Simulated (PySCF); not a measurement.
SMILES [Br][Zr]([Br])([Br])[Br] (Br4Zr) at its B3LYP/def2-SVP optimised geometry (Å):

```
5

Zr    -0.8293    -1.1735     0.0000
Br    -1.6581    -2.3474     2.0332
Br    -1.6592    -2.3464    -2.0334
Br    -1.6604     1.1735     0.0000
Br     1.6604    -1.1735     0.0000
```

Method: B3LYP/def2-TZVP, def2 effective core potentials past Kr in PySCF 2.14.0. The core electrons that the potentials of Zr replace are not part of the density. Cells within 0.4 Å of a nucleus heavier than hydrogen are left out (blank, or x).

Map of the electron localisation function on the plane z = 0.0 Å:

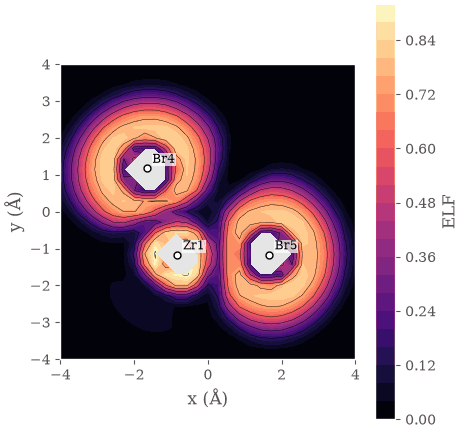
Electron localisation function on the plane z = 0.0 Å.
